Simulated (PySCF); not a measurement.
Vertical excitations of a molecule C4H4F2O2 from TDA-PBE/def2-SVPD (PySCF), as energy in eV (oscillator strength): 4.08 (0.000), 5.21 (0.006), 6.36 (0.027), 6.53 (0.008), 6.99 (0.004), 7.15 (0.003). Lowest triplet (TDA): 3.54 eV. Coordinates come from a r2SCAN-D4/def2-SVP optimisation. Other conformers were not sampled.

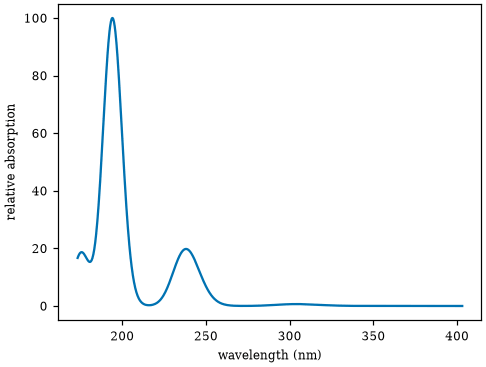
Figure: The lines broadened by 0.4 eV.

Task: Which structure fits?
A) CC1=COC(F)(F)O1
B) O=CCOC=C(F)F
C) C[C@]1(F)OC=C(F)O1
D) O=C1COC(F)(F)C1

Result: D, O=C1COC(F)(F)C1
